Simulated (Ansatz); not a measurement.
Starting cell, HfO2 (tetragonal-ZrO2 type, space group P4_2/nmc):

```
CELL_PARAMETERS angstrom
      3.56707     0.00000     0.00000
      0.00000     3.56707     0.00000
      0.00000     0.00000     5.16595
ATOMIC_POSITIONS crystal
  Hf 0.00000 0.00000 0.00000
  Hf 0.50000 0.50000 0.50000
  O  0.00000 0.50000 0.20010
  O  0.00000 0.50000 0.70010
  O  0.50000 0.00000 0.29990
  O  0.50000 0.00000 0.79990
```

Scan: atom 6 (O, nearest neighbour Hf at 2.061 Å; its periodic images, 3.6 Å or more away, move with it) is displaced towards the nearest neighbour, direction (-0.865, 0.000, 0.501) in Cartesian axes, by s. The other atoms stay.

These are PBEsol (plane waves to 420 eV, PAW, scalar-relativistic; Ansatz, a program for electronic structure) values and carry that method's errors. k mesh 8×8×5 (Γ-centred), Fermi-Dirac smearing 0.05 eV. The energy includes the smearing's −TS. HfO2 is run without spin polarisation. HfO2 was relaxed with its symmetry unable to fall. Spin-orbit coupling is left out, though Hf is heavy. This is a high-temperature form of HfO2. ΔE is measured from the undisplaced structure.

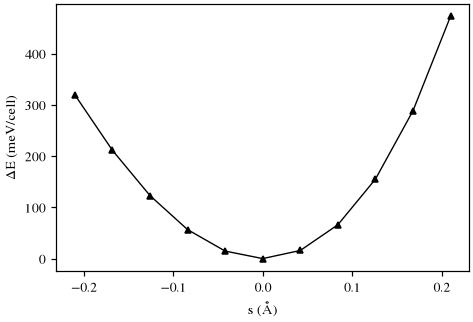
*ΔE (meV/cell) against s (Å); computed points joined by lines.*

### Question
Is the energy the same for displacements of ±0.210 Å, and if not, which side lies higher?

### Answer
Not even: the positive side lies higher at ±0.210 Å.

### Question
What is the energy change at s = 0.210 Å?

### Answer
About 470 meV/cell.

(For displaced atoms, the force is minus the slope of the energy, and its curvature is a force constant, which sets phonon frequencies.)
